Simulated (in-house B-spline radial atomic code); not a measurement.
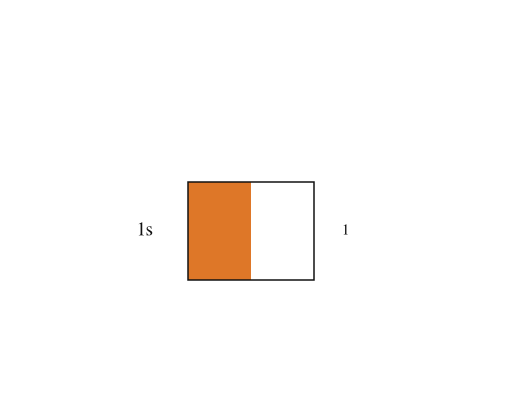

The outer shells as the input fills them: a box for each of the 2l + 1 orbitals, shaded by the share of the shell that is filled, with the electron count at the right.

Run report: Li²⁺, RPA and GW calculation

Li²⁺, configuration 1s1. Computed at this level: RPA, second-order and SOSEX correlation energies and G0W0 (contour deformation) on a scalar-relativistic (spin-free one-electron X2C) mean field, all electrons, B-spline basis (in-house B-spline radial atomic code).

### Input file
```
Z = 3
electrons = 1.0
configuration = 1s1
hamiltonian = x2c
method = lda,vwn
lmax = 9
rms_radius = 2.444
spin_polarised = True
box_radius = 17.55
intervals = 72
ion_configuration = bare nucleus
```

Hardware: 1 CPU thread, shared host.

Launched within a batch (the task file carries these settings):
```bash
python <driver script> task.json out
```

The program writes its results to a structured record and prints no log; tables and figures of this report are taken from that record.

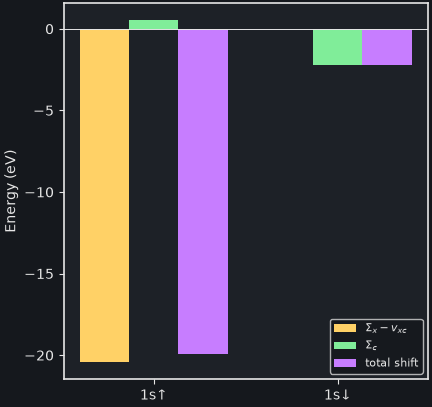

Parts of the G₀W₀ correction to each level for Li²⁺ (1s). All-electron spherical atom, scalar X2C, LDA VWN5 start, no spin-orbit coupling, Breit or QED terms; computed with a B-spline radial code. The quasi-particle equation is solved at full frequency; levels of low quasi-particle weight Z are left out. Σ columns are in eV, and Σc holds an estimate for the angular momenta beyond the basis. G₀W₀ moves the highest occupied level, 1s↑, from −102.00 to −121.92 eV (renormalisation factor Z = 0.98). The empty level 1s↓ goes from −73.56 to −75.78 eV.

```csv
Level,Mean field (eV),Σx − vxc (eV),Σc (eV),Z,G₀W₀ (eV)
1s↑,−102.00,−20.43,0.51,0.98,−121.92
1s↓,−73.56,0.00,−2.22,0.99,−75.78
```

### Results in brief

- outcome: converged
- mean-field total energy: −4.40257 hartree
- total energy with exact exchange alone: −4.49926 hartree
- exact exchange energy: −0.92164 hartree
- RPA correlation, extrapolated in the angular momentum of the empty orbitals: −0.02247 hartree
- RPA correlation, as summed: −0.02244 hartree
- direct second-order term: −0.02343 hartree
- second-order exchange term: 0.02343 hartree
- SOSEX term: 0.02247 hartree
- wall time: 0.6 s

### Remarks

To bear in mind: one electron: RPA and GW hold self-correlation, the exact correlation energy is zero.
